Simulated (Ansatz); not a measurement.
Fields on a plane of BP (zinc blende)

```
CELL_PARAMETERS angstrom
      0.00000     2.26820     2.26820
      2.26820     0.00000     2.26820
      2.26820     2.26820     0.00000
ATOMIC_POSITIONS crystal
  P  0.75000 0.75000 0.75000
  B  0.00000 0.00000 0.00000
```

The slice is a {100} plane (indices of the conventional cell) through the point (0.750, 0.750, 0.750) (fractional), spanned by u = [100] and v = [0 1 -1] in vectors of this cell: u (3.21 Å) and v (3.21 Å, at 90° to u). It covers one period; positions are fractions (u, v).

Atoms on it: P at (0.00, 0.00).

These are r2SCAN (plane waves to 500 eV, PAW, scalar-relativistic; Ansatz, a first-principles code) values and carry that method's errors. k mesh 12×12×12. Inside the PAW spheres the values are not all-electron values, and peaks at nuclei hang on which shells count as valence. BP was relaxed with its symmetry unable to fall. The PAW data are Ansatz's earlier set.

```tsv
v \ u	0.00	0.12	0.25	0.38	0.50	0.62	0.75	0.88
0.88	0.080	0.109	0.098	0.069	0.066	0.069	0.098	0.109
0.75	0.125	0.098	0.059	0.045	0.046	0.045	0.059	0.098
0.62	0.084	0.069	0.045	0.035	0.034	0.035	0.045	0.069
0.50	0.077	0.066	0.046	0.034	0.031	0.034	0.046	0.066
0.38	0.084	0.069	0.045	0.035	0.034	0.035	0.045	0.069
0.25	0.125	0.098	0.059	0.045	0.046	0.045	0.059	0.098
0.12	0.080	0.109	0.098	0.069	0.066	0.069	0.098	0.109
0.00	0.004	0.080	0.125	0.084	0.077	0.084	0.125	0.080
```

Values: density of the lowest conduction band (whole band as if filled, smooth part) in e/Å³. 

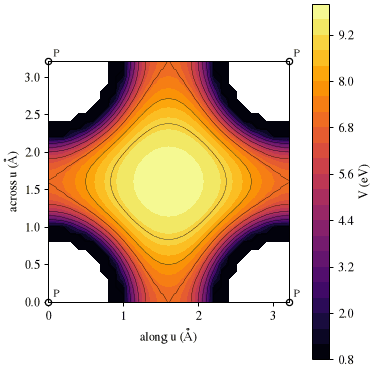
*Electrostatic potential energy of an electron, from the cell's mean, in eV, one period of the plane, atoms marked. Points within 0.8 Å of a nucleus are left white, as the pseudised field means little there. Values under 1 eV are set to 1. The zero, the cell's mean, hangs on the PAW cores.*
